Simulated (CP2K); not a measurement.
# GFN2-xTB run of BSiH4Br (SMILES B[SiH2]Br)

Aim: the vertical electron affinity of BSiH4Br at GFN2-xTB, from 2 runs. 

Program for the calculation: CP2K 2026.2.

6 further runs of the same task are left out: 1 that didn't finish, 5 set aside as unsound or not needed.

**1. Starting point**

BSiH4Br: 7 atoms, total charge 0, spin state singlet. As SMILES, `B[SiH2]Br`. The shape is that of a GFN2-xTB optimisation.

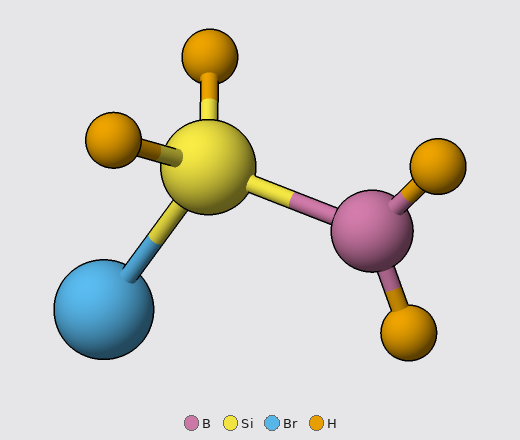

The structure, seen from a chosen angle (boron pink, silicon yellow, bromine blue, hydrogen amber).

**2. Energy and gradient at GFN2-xTB**

molecule.xyz

```xyz
7

B     -1.011410     0.140230    -0.730440
Si     0.583910     0.120940     0.384960
Br     1.079920    -1.943720     1.112090
H     -1.611260    -0.827540    -0.993180
H     -1.402840     1.151900    -1.167380
H      0.516480     0.855200     1.652850
H      1.845200     0.502990    -0.258910
```

molecule.inp

```
&FORCE_EVAL
   METHOD QUICKSTEP
   &DFT
      ! Quickstep
      &QS
         METHOD XTB
         EPS_DEFAULT 1.0E-10
         &XTB
            GFN_TYPE TBLITE
            &TBLITE
               METHOD GFN2
            &END TBLITE
            CHECK_ATOMIC_CHARGES F
         &END XTB
      &END QS
      ! isolated system
      &POISSON
         PERIODIC NONE
         POISSON_SOLVER ANALYTIC
      &END POISSON
      ! self-consistent field
      &SCF
         SCF_GUESS ATOMIC
         EPS_SCF 1.0E-06
         MAX_SCF 150
         ADDED_MOS 8
         &DIAGONALIZATION
            ALGORITHM STANDARD
         &END DIAGONALIZATION
         &MIXING
            METHOD DIRECT_P_MIXING
            ALPHA 0.4
         &END MIXING
      &END SCF
      &PRINT
         &MOMENTS
            PERIODIC F
            REFERENCE COM
            MAX_MOMENT 1
         &END MOMENTS
         &MO ON
            ENERGIES T
            OCCUPATION_NUMBERS T
            NDIGITS 6
            &EACH
               QS_SCF 0
            &END EACH
            ADD_LAST NUMERIC
         &END MO
         &HIRSHFELD OFF
         &END HIRSHFELD
      &END PRINT
   &END DFT
   ! atoms, cell and kinds
   &SUBSYS
      &CELL
         ABC 15.5 15.1 14.8
         PERIODIC NONE
      &END CELL
      &TOPOLOGY
         COORD_FILE_NAME molecule.xyz
         COORD_FILE_FORMAT XYZ
         &CENTER_COORDINATES
         &END CENTER_COORDINATES
      &END TOPOLOGY
   &END SUBSYS
   &PRINT
      &FORCES ON
      &END FORCES
   &END PRINT
&END FORCE_EVAL

&GLOBAL
   PROJECT_NAME molecule
   RUN_TYPE ENERGY_FORCE
   PRINT_LEVEL MEDIUM
&END GLOBAL
```

On the command line:

```
OMP_NUM_THREADS=1 cp2k.psmp -i molecule.inp > molecule.out 2>&1
```

What it wrote:

```text
CP2K| version string:                                       CP2K version 2026.2
[...]
 GLOBAL| Method name                                                        CP2K
[...]
 GLOBAL| Run type                                                   ENERGY_FORCE
[...]
                             - Atoms:                                          7
[...]
                             - Spherical basis functions:                     26
[...]
 Number of electrons:                                                         18
[...]
  *** SCF run converged in    23 steps ***
[...]
  Fermi energy:                                                -0.35272983286390
[...]
 TB_DIPOLE| Moment [Debye]         -0.89377872       1.81351389      -0.95928560
 TB_DIPOLE| Derivative [a.u.]       0.00000000       0.00000000       0.00000000
[...]
 ENERGY| Total FORCE_EVAL ( QS ) energy [hartree]             -9.107381935491127
 FORCES| Atomic forces [hartree/bohr]
 FORCES|   Atom     x               y               z               |f|
 FORCES|      1 -3.94817178E-06  9.07363765E-05 -3.73299687E-05   9.81947282E-05
 FORCES|      2  1.32485620E-05 -2.23380839E-05  4.26102680E-05   4.99013961E-05
 FORCES|      3 -2.76102453E-06 -5.50517005E-06 -1.14227688E-05   1.29772802E-05
 FORCES|      4 -2.35245985E-06 -9.82080608E-06  8.06420095E-06   1.29233756E-05
 FORCES|      5  1.92581649E-05 -6.84058162E-05  2.83686408E-05   7.65180527E-05
 FORCES|      6  1.17331595E-05  4.84205902E-06 -5.39246023E-05   5.53983330E-05
 FORCES|      7 -3.51782303E-05  1.04914407E-05  2.36342300E-05   4.36595355E-05
 FORCES| Sum     5.52807583E-17 -4.31343058E-17  2.08268461E-17
 FORCES| Total atomic force                                       7.31456635E-17
[...]
```

It took 0.48 s on 1 thread of Arm Neoverse N1, shared host; peak memory 0.14 GiB.

**3. The doublet anion**

molecule.xyz is that of step 2.

qs.inp

```
&GLOBAL
    PROJECT_NAME qs
    RUN_TYPE ENERGY_FORCE
    PRINT_LEVEL MEDIUM
&END GLOBAL
&FORCE_EVAL
    METHOD Quickstep
    &DFT
        CHARGE -1
        MULTIPLICITY 2
        UKS T
        ! Quickstep
        &QS
            METHOD XTB
            EPS_DEFAULT 1.0E-10
            &XTB
                GFN_TYPE TBLITE
                &TBLITE
                    METHOD GFN2
                &END TBLITE
                CHECK_ATOMIC_CHARGES F
            &END XTB
        &END QS
        &POISSON
            PERIODIC NONE
            POISSON_SOLVER ANALYTIC
        &END POISSON
        ! SCF settings
        &SCF
            SCF_GUESS ATOMIC
            EPS_SCF 1.0E-06
            MAX_SCF 150
            ADDED_MOS 8
            &DIAGONALIZATION
                ALGORITHM STANDARD
            &END DIAGONALIZATION
            &MIXING
                METHOD DIRECT_P_MIXING
                ALPHA 0.4
            &END MIXING
        &END SCF
        ! extra output
        &PRINT
            &MOMENTS
                PERIODIC F
                REFERENCE COM
                MAX_MOMENT 1
            &END MOMENTS
            &MO ON
                ENERGIES T
                OCCUPATION_NUMBERS T
                NDIGITS 6
                &EACH
                    QS_SCF 0
                &END EACH
                ADD_LAST NUMERIC
            &END MO
            &HIRSHFELD OFF
            &END HIRSHFELD
        &END PRINT
    &END DFT
    &SUBSYS
        &CELL
            ABC 15.5 15.1 14.8
            PERIODIC NONE
        &END CELL
        &TOPOLOGY
            COORD_FILE_NAME molecule.xyz
            COORD_FILE_FORMAT XYZ
            &CENTER_COORDINATES
            &END CENTER_COORDINATES
        &END TOPOLOGY
    &END SUBSYS
    &PRINT
        &FORCES ON
        &END FORCES
    &END PRINT
&END FORCE_EVAL
```

On the command line:

```
OMP_NUM_THREADS=1 cp2k.psmp -i qs.inp -o qs.out
```

What it wrote:

```text
CP2K| version string:                                       CP2K version 2026.2
[...]
 GLOBAL| Method name                                                        CP2K
[...]
 GLOBAL| Run type                                                   ENERGY_FORCE
[...]
                             - Atoms:                                          7
[...]
                             - Spherical basis functions:                     26
[...]
 Number of electrons:                                                         10
[...]
  *** SCF run converged in    21 steps ***
[...]
  Fermi energy:                                                -0.04168940158025
[...]
 TB_DIPOLE| Moment [Debye]          2.70650500      -3.10383075       2.45441379
 TB_DIPOLE| Derivative [a.u.]       0.00000000       0.00000000       0.00000000
[...]
 ENERGY| Total FORCE_EVAL ( QS ) energy [hartree]             -9.291588599594039
 FORCES| Atomic forces [hartree/bohr]
 FORCES|   Atom     x               y               z               |f|
 FORCES|      1  2.58723464E-02 -7.75156966E-03  1.95689147E-02   3.33527744E-02
 FORCES|      2 -4.93054134E-02  1.20608039E-02 -3.63222192E-02   6.24162670E-02
 FORCES|      3  7.12236378E-03 -1.50645961E-02  7.59181365E-03   1.83113559E-02
 FORCES|      4 -7.42116371E-03 -1.00621867E-02 -3.56260462E-03   1.30005163E-02
 FORCES|      5 -3.76951941E-03  1.35803772E-02 -4.89795215E-03   1.49206520E-02
 FORCES|      6  1.10208274E-02  4.36107063E-03  1.24655826E-02   1.72008234E-02
 FORCES|      7  1.64805589E-02  2.87610077E-03  5.15646504E-03   1.75062820E-02
 FORCES| Sum     1.38777878E-17  8.32667268E-17  2.08166817E-17
 FORCES| Total atomic force                                       8.69440914E-17
[...]
```

Wall time 0.52 s (1 thread of Arm Neoverse N1, shared host); peak memory 0.14 GiB.

**4. Results**

Level: GFN2-xTB.

| quantity | value |
| --- | --- |
| singlet BSiH4Br: total energy | -9.10738 Eh |
| singlet BSiH4Br: dipole moment (from atomic charges alone) | 2.24 D |
| singlet BSiH4Br: HOMO energy | -11.01 eV |
| singlet BSiH4Br: LUMO energy | -8.70 eV |
| singlet BSiH4Br: HOMO–LUMO gap | 2.31 eV |
| singlet BSiH4Br: largest force on an atom | 0.005 eV/Å |
| doublet anion: total energy | -9.29159 Eh |
| doublet anion: HOMO energy (highest over α and β) | -1.44 eV |
| doublet anion: LUMO energy (lowest over α and β) | -0.83 eV |
| doublet anion: largest force on an atom | 3.210 eV/Å |
| vertical electron affinity (to the doublet anion) | 5.013 eV |

**Reading.** At fixed nuclei the extra electron is bound by 5.01 eV (116 kcal/mol). A minimal valence basis can't be trusted even for the sign of an electron affinity. xTB total energies overstate such differences by several eV unless an empirical shift is taken off; none is applied here. The dipole (singlet BSiH4Br) comes from point charges on the atoms alone, without atomic dipoles, so it is partial.
